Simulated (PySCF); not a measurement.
# F2O2S (Sulfuryl fluoride): the cost of one run

Computed with PySCF 2.14.0, with density-fitted response routines of our own, on a single molecule in the gas phase. Atoms count from 0, in the outputs and in this text.

### 1 The starting structure

5 atoms, charge 0, multiplicity 1; geometry from: GFN2-xTB. The atoms were then displaced at random by about 0.01 Å, so the start is not that level's minimum.

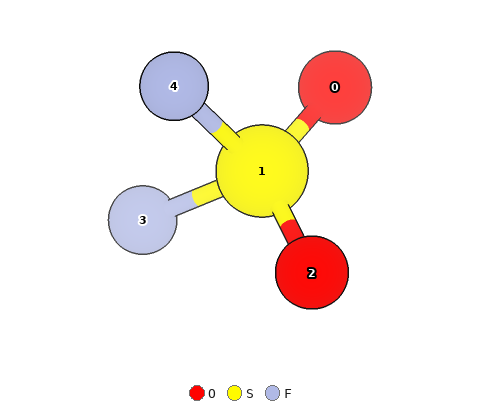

The starting geometry (oxygen red, sulfur yellow, fluorine light blue), atoms numbered; sticks join atoms by distance.

### 2 Optimising the geometry at PBE0-D3(BJ)/def2-TZVP

What the job is given:

```
{"job": {"xc": "PBE0", "basis": "def2-TZVP", "d3": "d3bj", "grid": 2, "shake": 0.01, "kind": "geom"}, "charge": 0, "multiplicity": 1}
O     -0.217900    -1.130410    -0.972470
S     -0.069570    -0.165390     0.040600
O     -0.380960    -0.379060     1.385370
F     -0.711080     1.213960    -0.416610
F      1.413080     0.426940    -0.074770
```

Run with:

```bash
OMP_NUM_THREADS=2 python probes_run.py task.json out
```

One launch serves the whole session: the jobs run in the order shown.

**Question.** How long does this first job take on 2 threads of Intel Xeon Platinum 8259CL at 2.50GHz, shared host, and how much memory does it need?

About 40 s, with a peak of 0.66 GiB.
